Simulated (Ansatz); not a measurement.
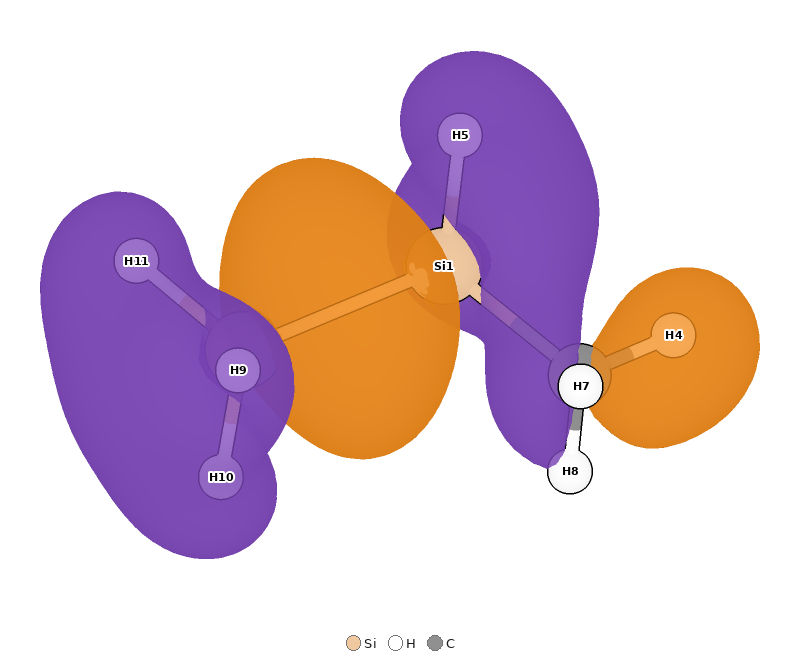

The picture shows: CH$_{8}$Si$_{2}$. The HOMO at ±0.06 Å⁻³ᐟ² (orange and purple are the two phases), seen at a tilt.

All numbers below come from Ansatz 0.2.0, RKS r2SCAN/def2-SVP.

```xyz
11

Si   -0.2652    0.4397   -0.7000
H    -0.5745   -0.1665   -2.0349
C     1.6008    0.5272   -0.4388
H     2.0765    1.1225   -1.2343
H    -0.8549    1.8170   -0.6843
Si   -1.2996   -0.8467    0.9691
H     1.8417    0.9961    0.5285
H     2.0506   -0.4783   -0.4515
H    -0.9948   -0.2826    2.3237
H    -0.7948   -2.2567    0.9304
H    -2.7858   -0.8716    0.7921
```

What is the character of this orbital?

Answer. By Hirshfeld shares it lies mainly on Si6 (about 35 %), Si1 (about 35 %) and C3 (about 5 %). Its energy is −7.22 eV.
